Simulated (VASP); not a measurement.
Band structure of CsSnBr₃ (relaxed from the cubic-perovskite structure, space group Pm-3m). Method: PBE GGA, VASP's PBE PAW potentials (set 64) (plane waves; VASP 6.6.1).

Unless said otherwise, spin-orbit coupling is left out, though it shifts the bands of the heavy elements here.

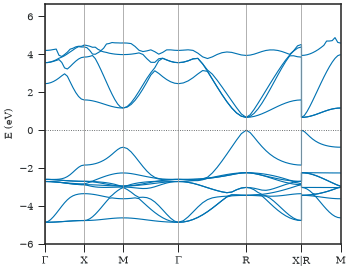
*Bands along high-symmetry lines, zero at the valence-band maximum or, without a gap, the Fermi level*

Read the plot: is there a gap, and where are the band edges?

The gap is direct, 0.68 eV, from the valence maximum at R to the conduction minimum at R. (Edges off the drawn lines would not show.)

The structure was generated: CsSnBr3 was put into the cubic-perovskite type (Pm-3m), which need not be its known phase. It was relaxed first, which changed the volume by +20 %.
